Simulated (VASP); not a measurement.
# H on Cu(111): binding against coverage, part 2 of 9

How do binding and work function change as H crowds Cu(111)?

VASP 6.6.1, plane waves and PAW; the level of theory is named at each step.

So far. Step 3 (Relaxing the atoms): The run ended after 3 ionic steps, 0.002 eV below its first step, once the forces on the free atoms met EDIFFG = -0.03. Step 3 (Relaxing the atoms): Energy at zero smearing: -6.73835 eV.

## Step 4: Relaxing the slab, cell 1 x 1, k-mesh 12×12×1

This step: PBE; plane waves and PAW (Cu) (VASP 6.6.1).

System of this step: Cu(111). The cell holds 4 atoms: 4 Cu. Cell: a = 2.566 Å, b = 2.566 Å, c = 21.284 Å, α = 90.0°, β = 90.0°, γ = 60.0°. It derives from Cu. 4 layers of fcc Cu, cut at this functional's lattice. Vacuum lies along c.

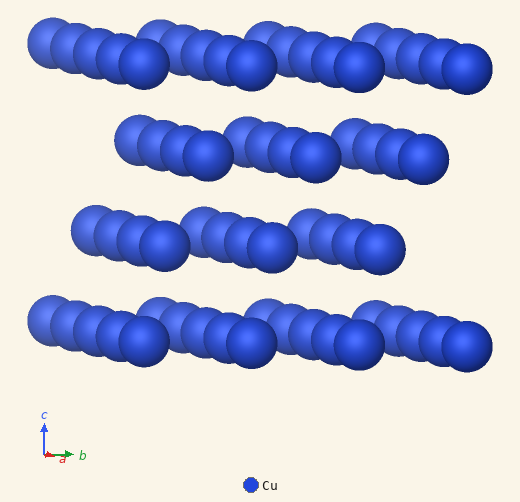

The cell of this step (copper blue). 4×3×1 cells are drawn. Some periodic images of atoms are drawn too.

The free atoms relax, while those held by selective dynamics keep their cut positions.

Input file INCAR:

```
SYSTEM = Cu
PREC = Normal
ENCUT = 330
EDIFF = 1E-05
NELM = 120
ISMEAR = 1
SIGMA = 0.15
LREAL = .FALSE.
ALGO = Fast
GGA = PE
NBANDS = 28
LASPH = .TRUE.
LORBIT = 11
LWAVE = .FALSE.
LCHARG = .FALSE.
KPAR = 8
IBRION = 2
NSW = 30
ISIF = 2
EDIFFG = -0.03
POTIM = 0.4
MAXMIX = 40
IDIPOL = 3
LDIPOL = .TRUE.
DIPOL = 0.5 0.5 0.5
```

Input file POSCAR:

```
Cu
1.0
    2.5656253280      0.0000000000      0.0000000000
    1.2828126640      2.2218967106      0.0000000000
    0.0000000000      0.0000000000     21.2844729247
Cu
4
Selective dynamics
Direct
    0.0000000000      0.0000000000      0.3523695400  F F F
    0.3333333300      0.3333333300      0.4507898500  F F F
    0.6666666700      0.6666666700      0.5492101500  T T T
    0.0000000000      0.0000000000      0.6476304600  T T T
```

Input file KPOINTS:

```
Automatic mesh
0
Gamma
12 12 1
0 0 0
```

Potentials, in the order of the species: Cu (PBE family, release 64).

Command:

```
mpirun -np 8 vasp_std
```

Log:

```text
[banner, memory and clock lines left out]
running    8 mpi-ranks, on    1 nodes
 distrk:  each k-point on    1 cores,    8 groups
 distr:  one band on    1 cores,    1 groups

 POSCAR found type information on POSCAR Cu
 POSCAR found :  1 types and       4 ions
 [... a notice as in an earlier step ...]

 LDA part: xc-table for (Slater+PW92), standard interpolation
 POSCAR, INCAR and KPOINTS ok, starting setup
 FFT: planning ... GRIDC
 FFT: planning ... GRID_SOFT
 FFT: planning ... GRID
 WAVECAR not read
 entering main loop
       N       E                     dE             d eps       ncg     rms          rms(c)
DAV:   1     0.319776883951E+03    0.31978E+03   -0.15400E+04  1064   0.147E+03
DAV:   2     0.473352553657E+01   -0.31504E+03   -0.30532E+03  1068   0.339E+02
DAV:   3    -0.166247039799E+02   -0.21358E+02   -0.20328E+02  1132   0.137E+02
DAV:   4    -0.172246661882E+02   -0.59996E+00   -0.59802E+00  1200   0.273E+01
DAV:   5    -0.172399475772E+02   -0.15281E-01   -0.15280E-01  1248   0.340E+00    0.148E+01
RMM:   6    -0.155387532407E+02    0.17012E+01   -0.36162E+01  1070   0.915E+01    0.862E+00
RMM:   7    -0.140214793226E+02    0.15173E+01   -0.77645E+00  1066   0.460E+01    0.117E+00
RMM:   8    -0.140222846851E+02   -0.80536E-03   -0.39611E-01  1079   0.539E+00    0.767E-01
RMM:   9    -0.140248130467E+02   -0.25284E-02   -0.93169E-02  1084   0.329E+00    0.248E-01
RMM:  10    -0.140244370523E+02    0.37599E-03   -0.27435E-02  1231   0.147E+00    0.193E-01
RMM:  11    -0.140237936903E+02    0.64336E-03   -0.45482E-03  1151   0.604E-01    0.155E-01
RMM:  12    -0.140236129405E+02    0.18075E-03   -0.12220E-03  1128   0.346E-01    0.134E-01
RMM:  13    -0.140229075053E+02    0.70544E-03   -0.94303E-04  1078   0.328E-01    0.412E-02
RMM:  14    -0.140228627086E+02    0.44797E-04   -0.28740E-04  1081   0.197E-01    0.263E-02
RMM:  15    -0.140228931016E+02   -0.30393E-04   -0.11912E-04  1029   0.109E-01    0.185E-02
RMM:  16    -0.140230432355E+02   -0.15013E-03   -0.10954E-04  1024   0.938E-02    0.143E-02
RMM:  17    -0.140230999628E+02   -0.56727E-04   -0.31497E-05   745   0.537E-02    0.971E-03
RMM:  18    -0.140231723735E+02   -0.72411E-04   -0.21801E-05   679   0.426E-02    0.699E-03
RMM:  19    -0.140231858274E+02   -0.13454E-04   -0.11767E-05   647   0.416E-02    0.372E-03
RMM:  20    -0.140231980853E+02   -0.12258E-04   -0.44373E-06   626   0.174E-02    0.209E-03
RMM:  21    -0.140232021619E+02   -0.40766E-05   -0.11847E-06   615   0.109E-02
   1 F= -.14023202E+02 E0= -.14021547E+02  d E =-.140232E+02
 curvature:   0.00 expect dE= 0.000E+00 dE for cont linesearch  0.000E+00
 trial: gam= 0.00000 g(F)=  0.363E-03 g(S)=  0.000E+00 ort = 0.000E+00 (trialstep = 0.100E+01)
 search vector abs. value=  0.363E-03
 bond charge predicted
       N       E                     dE             d eps       ncg     rms          rms(c)
DAV:   1    -0.140234628165E+02   -0.26473E-03   -0.80044E-02  1200   0.170E+00    0.176E-02
RMM:   2    -0.140235337351E+02   -0.70919E-04   -0.74747E-04  1064   0.368E-01    0.131E-02
RMM:   3    -0.140235641967E+02   -0.30462E-04   -0.28243E-04  1071   0.157E-01    0.120E-02
RMM:   4    -0.140235662078E+02   -0.20111E-05   -0.44646E-05   817   0.894E-02
   2 F= -.14023566E+02 E0= -.14021933E+02  d E =-.364046E-03
[...]
3 F= -.14024247E+02 E0= -.14022669E+02  d E =-.104526E-02
[...]
4 F= -.14025063E+02 E0= -.14023601E+02  d E =-.186078E-02
[...]
5 F= -.14025140E+02 E0= -.14023734E+02  d E =-.193787E-02
[...]
6 F= -.14025657E+02 E0= -.14024223E+02  d E =-.517119E-03
 trial-energy change:   -0.000517  1 .order   -0.000446   -0.000539   -0.000354
 step:   4.0069(harm=  4.0069)  dis= 0.00000  next Energy=   -14.025926 (dE=-0.786E-03)
 bond charge predicted
       N       E                     dE             d eps       ncg     rms          rms(c)
DAV:   1    -0.140247812388E+02    0.87622E-03   -0.10414E+00  1100   0.631E+00    0.835E-02
RMM:   2    -0.140262692601E+02   -0.14880E-02   -0.11595E-02  1069   0.141E+00    0.202E-01
RMM:   3    -0.140274446461E+02   -0.11754E-02   -0.67589E-03  1233   0.700E-01    0.293E-01
RMM:   4    -0.140269149146E+02    0.52973E-03   -0.54444E-04  1102   0.254E-01    0.239E-01
RMM:   5    -0.140269465664E+02   -0.31652E-04   -0.22335E-04   951   0.120E-01    0.240E-01
RMM:   6    -0.140268258253E+02    0.12074E-03   -0.37445E-05   769   0.755E-02    0.226E-01
RMM:   7    -0.140266087014E+02    0.21712E-03   -0.70559E-05   977   0.736E-02    0.191E-01
RMM:   8    -0.140264334728E+02    0.17523E-03   -0.12362E-04  1093   0.891E-02    0.154E-01
RMM:   9    -0.140263695196E+02    0.63953E-04   -0.39533E-05   810   0.646E-02    0.139E-01
RMM:  10    -0.140264602495E+02   -0.90730E-04   -0.74102E-06   605   0.383E-02    0.151E-01
RMM:  11    -0.140264851517E+02   -0.24902E-04   -0.23128E-06   580   0.114E-02    0.154E-01
RMM:  12    -0.140264190890E+02    0.66063E-04   -0.84982E-06   610   0.305E-02    0.140E-01
RMM:  13    -0.140264375256E+02   -0.18437E-04   -0.24197E-06   592   0.222E-02    0.145E-01
RMM:  14    -0.140263194316E+02    0.11809E-03   -0.40485E-05   797   0.567E-02    0.124E-01
RMM:  15    -0.140262604797E+02    0.58952E-04   -0.39579E-05   765   0.598E-02    0.121E-01
RMM:  16    -0.140260304587E+02    0.23002E-03   -0.53694E-04  1705   0.167E-01    0.487E-02
RMM:  17    -0.140260146210E+02    0.15838E-04   -0.15406E-05   668   0.391E-02    0.364E-02
RMM:  18    -0.140260064583E+02    0.81627E-05   -0.24917E-05   685   0.386E-02
   7 F= -.14026006E+02 E0= -.14024686E+02  d E =-.866423E-03
 curvature:  -3.51 expect dE=-0.199E-04 dE for cont linesearch -0.198E-04
 trial: gam=-0.08089 g(F)=  0.566E-05 g(S)=  0.000E+00 ort = 0.623E-04 (trialstep = 0.190E+01)
 search vector abs. value=  0.798E-07
 reached required accuracy - stopping structural energy minimisation
```

Elapsed: 36 s, on 8 MPI ranks of AMD EPYC 7R13 (Zen 3), shared host; peak memory 1.2 GiB; 4.6 min of CPU time.

OUTCAR, selected parts (step 4):

```text
  LATTYP: Found a hexagonal cell.
 ALAT       =     2.5656253280
 C/A-ratio  =     8.2960176191

 Subroutine GETGRP returns: Found 12 space group operations
 (whereof 12 operations were pure point group operations)

The static configuration has the point symmetry D_3d.

 Found     19 irreducible k-points:

   k-points           NKPTS =     19   k-points in BZ     NKDIM =     19   number of bands    NBANDS=     28

   dimension x,y,z NGX =    12 NGY =   12 NGZ =   96
   dimension x,y,z NGXF=    24 NGYF=   24 NGZF=  192

   ENCUT  =  330.0 eV  24.25 Ry    4.92 a.u.   3.80  3.80 31.53*2*pi/ulx,y,z

   NELECT =      44.0000    total number of electrons

 dipolmoment           0.000000      0.000000     -0.000528 electrons x Angstroem

 E-fermi :   0.0450

 k-point     1 :       0.0000    0.0000    0.0000
  band No.  band energies     occupation
    ...
     21      -1.6139      2.00000
     22      -1.4660      2.00000
     23      -1.4660      2.00000
     24      -1.0685      2.00000
     25      -0.0545      1.89263
     26       4.3524      0.00000
     27       4.4237      0.00000
     28       5.7193      0.00000

 k-point     2 :       0.0833   -0.0000    0.0000
  band No.  band energies     occupation
    ...
     20      -1.8150      2.00000
     21      -1.6195      2.00000
     22      -1.6160      2.00000
     23      -1.4625      2.00000
     24      -0.6529      2.00000
     25       0.4752     -0.00038
     26       4.5289      0.00000
     27       4.6368      0.00000
     28       5.9287      0.00000

  Total       -0.9151216     -0.9151216     -0.2810032     -0.0000000      0.0000000     -0.0000000
  in kB      -12.0839635    -12.0839635     -3.7105807     -0.0000000      0.0000000     -0.0000000
  external PRESSURE =      -9.2928359 kB  Pullay stress =       0.0000000 kB

  energy-cutoff  :      330.00
  volume of cell :      121.33
      direct lattice vectors                 reciprocal lattice vectors
     2.565625328  0.000000000  0.000000000     0.389768525 -0.225032963  0.000000000
     1.282812664  2.221896711  0.000000000     0.000000000  0.450065926  0.000000000
     0.000000000  0.000000000 21.284472925     0.000000000  0.000000000  0.046982606

 POSITION                                       TOTAL-FORCE (eV/Angst)
 -----------------------------------------------------------------------------------
      0.00000      0.00000      7.50000         0.000000     -0.000000      0.091976
      1.28281      0.74063      9.59482        -0.000000     -0.000000     -0.075049
      2.56563      1.48126     11.66565        -0.000000     -0.000000     -0.009768
      0.00000      0.00000     13.74014         0.000000      0.000000     -0.007159
 -----------------------------------------------------------------------------------
    total drift:                               -0.000006     -0.000003      0.006867

  FREE ENERGIE OF THE ION-ELECTRON SYSTEM (eV)
  ---------------------------------------------------
  free  energy   TOTEN  =       -14.0260064583 eV

  energy  without entropy=      -14.0220451655  energy(sigma->0) =      -14.02468603

 vacuum level on the upper side and lower side of the slab         4.375         4.387

 total charge
# of ion       s       p       d       tot
------------------------------------------
    1        0.447   0.285   9.183   9.915
    2        0.442   0.374   9.174   9.990
    3        0.443   0.378   9.174   9.995
    4        0.449   0.289   9.183   9.920
--------------------------------------------------
tot          1.781   1.326  36.714  39.820

[... 1 part as in an earlier step ...]

[... 7 further parts left out ...]
```

The run keeps the 6 symmetry operations of its start, so it cannot find a distortion of lower symmetry.

Relaxation path:

```csv
step,energy less that of the first step (eV),largest force (eV/Å)
1,0.0000,0.0950
2,-0.0004,0.0615
3,-0.0010,0.0585
4,-0.0019,0.0828
5,-0.0019,0.0953
6,-0.0025,0.0622
7,-0.0028,0.0098
```

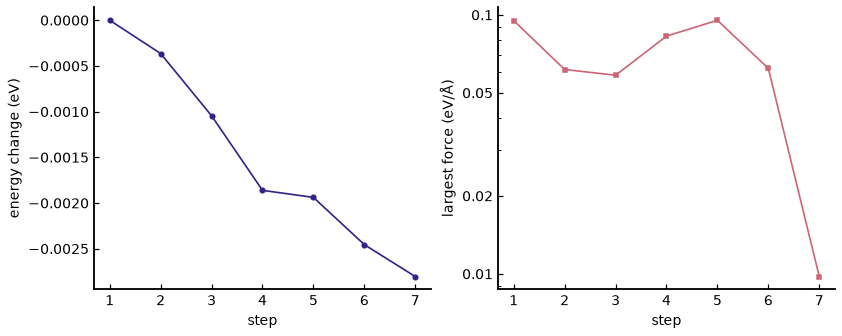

Energy and largest force along the relaxation.

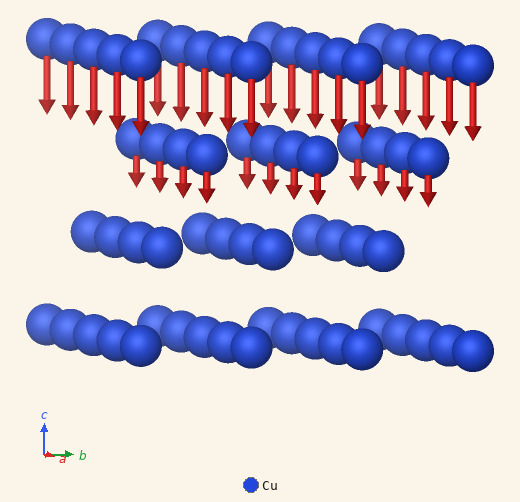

Displacements in the relaxation, exaggerated; the longest in the cell stands for 0.04 Å. 4×3×1 cells are drawn. Some periodic images of atoms are drawn too.

The atoms that moved most (Å):

```csv
atom,dx,dy,dz,length
Cu4,0.000,0.000,-0.044,0.044
Cu3,0.000,0.000,-0.024,0.024
```

Final coordinates:

```
Cu
1.0
     2.56563    0.00000    0.00000
     1.28281    2.22190    0.00000
     0.00000    0.00000   21.28447
Cu
4
Cartesian
  0.0000 0.0000 7.5000
  1.2828 0.7406 9.5948
  2.5656 1.4813 11.6656
  0.0000 0.0000 13.7401
```

Numbers from this step:

```yaml
electronic_cycles: 70
electrons: 44
free_energy_toten: -14.03 eV
energy_at_zero_smearing: -14.02 eV
fermi_energy: 0.045 eV
dipole_moment: 0, 0, -5.28e-4 e·Å
```

The run ended after 7 ionic steps, 0.003 eV below its first step, once the forces on the free atoms met EDIFFG = -0.03.

## Step 5: The vacuum level, cell 1 x 1, k-mesh 12×12×1

A static run writes the electrostatic potential without exchange and correlation (LVHAR), which is flat in the vacuum and gives the level to count from. The dipole correction cancels the field that unlike faces would set up across the vacuum.

Input file INCAR:

```
SYSTEM = Cu
PREC = Normal
ENCUT = 330
EDIFF = 1E-06
NELM = 120
ISMEAR = 1
SIGMA = 0.15
LREAL = .FALSE.
ALGO = Fast
GGA = PE
NBANDS = 28
LASPH = .TRUE.
LORBIT = 11
LWAVE = .FALSE.
LCHARG = .FALSE.
KPAR = 8
IDIPOL = 3
LDIPOL = .TRUE.
DIPOL = 0.5 0.5 0.499
LVHAR = .TRUE.
LVACPOTAV = .TRUE.
```

Changes to POSCAR since step 4:

```diff
@@ -11,3 +11,3 @@
     0.3333333300      0.3333333300      0.4507898500  F F F
-    0.6666666700      0.6666666700      0.5492101500  T T T
-    0.0000000000      0.0000000000      0.6476304600  T T T
+    0.6666666700      0.6666666700      0.5480826190  T T T
+    0.0000000000      0.0000000000      0.6455478018  T T T
```

KPOINTS is that of step 4.

Command:

```
mpirun -np 8 vasp_std
```

Log:

```text
[... set-up lines as in an earlier step ...]
 entering main loop
       N       E                     dE             d eps       ncg     rms          rms(c)
DAV:   1     0.320765243920E+03    0.32077E+03   -0.15400E+04  1064   0.147E+03
DAV:   2     0.519038125517E+01   -0.31557E+03   -0.30562E+03  1064   0.340E+02
DAV:   3    -0.165824385014E+02   -0.21773E+02   -0.20714E+02  1136   0.139E+02
DAV:   4    -0.172321708601E+02   -0.64973E+00   -0.64628E+00  1192   0.278E+01
DAV:   5    -0.172485541385E+02   -0.16383E-01   -0.16381E-01  1252   0.354E+00    0.148E+01
RMM:   6    -0.155227335198E+02    0.17258E+01   -0.36032E+01  1150   0.914E+01    0.856E+00
RMM:   7    -0.140243808591E+02    0.14984E+01   -0.77037E+00  1107   0.459E+01    0.118E+00
RMM:   8    -0.140259797876E+02   -0.15989E-02   -0.40324E-01  1158   0.530E+00    0.729E-01
RMM:   9    -0.140301440824E+02   -0.41643E-02   -0.88088E-02  1206   0.309E+00    0.336E-01
RMM:  10    -0.140314223596E+02   -0.12783E-02   -0.29811E-02  1308   0.152E+00    0.349E-01
RMM:  11    -0.140271552053E+02    0.42672E-02   -0.62545E-03  1209   0.979E-01    0.174E-01
RMM:  12    -0.140260956820E+02    0.10595E-02   -0.23711E-03  1233   0.578E-01    0.128E-01
RMM:  13    -0.140256596713E+02    0.43601E-03   -0.16746E-03  1191   0.460E-01    0.541E-02
RMM:  14    -0.140256232592E+02    0.36412E-04   -0.55374E-04  1279   0.226E-01    0.334E-02
RMM:  15    -0.140257043442E+02   -0.81085E-04   -0.23901E-04  1230   0.139E-01    0.208E-02
RMM:  16    -0.140258230334E+02   -0.11869E-03   -0.97975E-05  1202   0.111E-01    0.108E-02
RMM:  17    -0.140258813188E+02   -0.58285E-04   -0.42241E-05  1268   0.541E-02    0.782E-03
RMM:  18    -0.140259678704E+02   -0.86552E-04   -0.28337E-05  1208   0.385E-02    0.424E-03
RMM:  19    -0.140259724402E+02   -0.45698E-05   -0.57578E-06   972   0.236E-02    0.273E-03
RMM:  20    -0.140259886496E+02   -0.16209E-04   -0.54251E-06   912   0.170E-02    0.299E-03
RMM:  21    -0.140259916026E+02   -0.29530E-05   -0.12530E-06   735   0.137E-02    0.174E-03
RMM:  22    -0.140260019055E+02   -0.10303E-04   -0.94336E-07   752   0.105E-02    0.239E-03
RMM:  23    -0.140260026521E+02   -0.74664E-06   -0.23399E-07   679   0.675E-03
 -----------------------------------------------------------------------------
|                                                                             |
|           W    W    AA    RRRRR   N    N  II  N    N   GGGG   !!!           |
|           W    W   A  A   R    R  NN   N  II  NN   N  G    G  !!!           |
|           W    W  A    A  R    R  N N  N  II  N N  N  G       !!!           |
|           W WW W  AAAAAA  RRRRR   N  N N  II  N  N N  G  GGG   !            |
|           WW  WW  A    A  R   R   N   NN  II  N   NN  G    G                |
|           W    W  A    A  R    R  N    N  II  N    N   GGGG   !!!           |
|                                                                             |
|     Did not find any points to average over, which means that no vacuum     |
|     field-free region was found. Please increase the size of  your cell     |
|     in the dimension of the dipole correction to obtain accurate            |
|     workfunction values.                                                    |
|                                                                             |
 -----------------------------------------------------------------------------

   1 F= -.14026003E+02 E0= -.14024702E+02  d E =-.390166E-02
```

Wall time 11 s (8 MPI ranks); peak memory 1 GiB.

From OUTCAR (step 5):

```text
   NELECT =      44.0000    total number of electrons

 dipolmoment           0.000000      0.000000     -0.000243 electrons x Angstroem

 E-fermi :   0.0427

 k-point     1 :       0.0000    0.0000    0.0000
  band No.  band energies     occupation
    ...
     21      -1.6160      2.00000
     22      -1.4682      2.00000
     23      -1.4682      2.00000
     24      -1.0688      2.00000
     25      -0.0551      1.88393
     26       4.3575      0.00000
     27       4.4273      0.00000
     28       5.7132      0.00000

  Total       -0.8429652     -0.8429652     -0.1885841      0.0000000      0.0000000      0.0000000
  in kB      -11.1311550    -11.1311550     -2.4902086      0.0000000      0.0000000      0.0000000
  external PRESSURE =      -8.2508396 kB  Pullay stress =       0.0000000 kB

 POSITION                                       TOTAL-FORCE (eV/Angst)
 -----------------------------------------------------------------------------------
      0.00000      0.00000      7.50000        -0.000000      0.000000      0.090419
      1.28281      0.74063      9.59482        -0.000000     -0.000000     -0.075306
      2.56563      1.48126     11.66565        -0.000000     -0.000000     -0.007644
      0.00000      0.00000     13.74014         0.000000     -0.000000     -0.007469
 -----------------------------------------------------------------------------------
    total drift:                               -0.000005     -0.000003      0.011116

  FREE ENERGIE OF THE ION-ELECTRON SYSTEM (eV)
  ---------------------------------------------------
  free  energy   TOTEN  =       -14.0260026521 eV

  energy  without entropy=      -14.0221009929  energy(sigma->0) =      -14.02470210

 vacuum level on the upper side and lower side of the slab         4.827         4.836

[... 6 parts as in an earlier step ...]

[... 11 further parts left out ...]
```

This step gave:

```yaml
electronic_cycles: 23
fermi_energy: 0.0427 eV
dipole_moment: 0, 0, -2.43e-4 e·Å
vacuum_levels: 4.839, 4.846 eV
work_functions_of_the_upper_and_lower_face: 4.796, 4.804 eV
```

The planar average of the electrostatic potential oscillates, so the rows of the table below give means over windows of 2 Å about each position, cut where the curve ends. Its maxima inside the range that stand out by 2 % of the span (Å: eV): 8.5: 0.573, 10.6: 0.464, 12.7: 0.394. Its minima: 7.5: -14.7, 9.6: -14.8, 11.6: -14.9, 13.7: -14.8.

Zero at the Fermi level. Planar average of the electrostatic potential against height; means over each step:

```csv
height (Å),planar average of the electrostatic potential (eV)
0,4.80
2,4.80
4,4.79
6,2.38
8,-7.32
10,-7.56
12,-7.62
14,-7.09
16,4.47
18,4.79
20,4.80
```

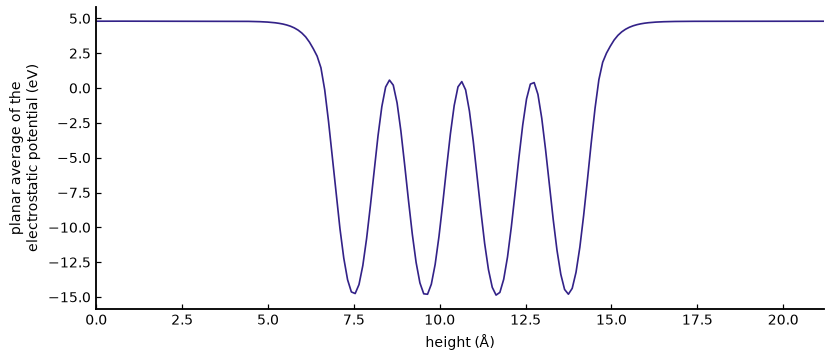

Planar average of the electrostatic potential, plotted against height.

Force by atom:

```csv
atom,x (eV/Å),y (eV/Å),z (eV/Å),size
Cu1,0.0000,0.0000,0.0904,0.0904
Cu2,0.0000,0.0000,-0.0753,0.0753
Cu3,0.0000,0.0000,-0.0076,0.0076
Cu4,0.0000,0.0000,-0.0075,0.0075
```

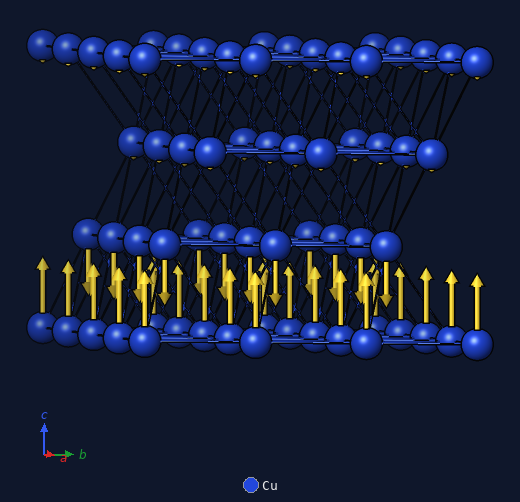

Force as arrows, the longest 0.0904 eV/Å. 4×3×1 cells are drawn. Some periodic images of atoms are drawn too.

The vacuum level lies 4.80 eV above the Fermi level at the upper face; both faces agree, as the slab has next to no dipole.

The program found no field-free point at its default tolerance, and its printed vacuum level lies off the flat part of the planar average, by -0.01 eV at the upper face; the levels here are read from the flat part.

[end of part 2 of 9]

[Lines on the potential files, build, host, timing and source positions are cut from VASP's logs without a mark.]

[Logs are printed without paths, hosts, clocks, repeated set-up lines and the standing remarks that a program may print on its own settings, such as how far it seeks lower states.]

[Hosts, paths, dates, database ids (printed as entryN), source tags and the programs' standing remarks are cut or masked in the printed files.]

[Runs that stopped without an error message from VASP are left out.]

[In band tables of VASP the shares of atoms and orbitals are scaled to a sum of 1 inside the atoms' spheres.]
